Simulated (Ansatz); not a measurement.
```json
{"atom": "C", "x (Å)": "-0.2223", "y (Å)": "-0.4587", "z (Å)": "-0.0581"}
{"atom": "C", "x (Å)": "0.4699", "y (Å)": "-0.3849", "z (Å)": "1.0702"}
{"atom": "Si", "x (Å)": "-1.1111", "y (Å)": "-0.5533", "z (Å)": "-1.5068"}
{"atom": "H", "x (Å)": "0.4844", "y (Å)": "0.5141", "z (Å)": "1.6935"}
{"atom": "H", "x (Å)": "1.0696", "y (Å)": "-1.2184", "z (Å)": "1.4479"}
```

Geometry: B3LYP/6-31G*.

The calculation used Ansatz 0.2.0, isolated molecule in a Gaussian basis; Kohn-Sham density functional theory, functional PBE0.

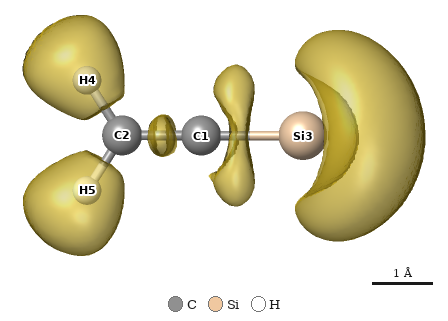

C₂H₂Si (SMILES C=C=[Si]). Isosurface of the electron localisation function at 0.85 (yellow), seen across its widest extent. Only the valence region is drawn (cores and ρ < 0.01 e/Å³ removed).

Describe the localisation domains.

Answer. The ELF exceeds this value in one region between bonded C–C atoms (shared pairs), one region between bonded C–Si atoms (shared pairs), two regions around hydrogen nuclei and one lobe on Si, pointing away from the bonds (lone pairs). Along the contacts the grid gives the following. C–C (1.33 Å): the ELF peaks at about 0.95 between the atoms: a short, multiple covalent bond. C–Si (1.70 Å): the ELF peaks at about 0.90 between the atoms; localised, covalent bonding.
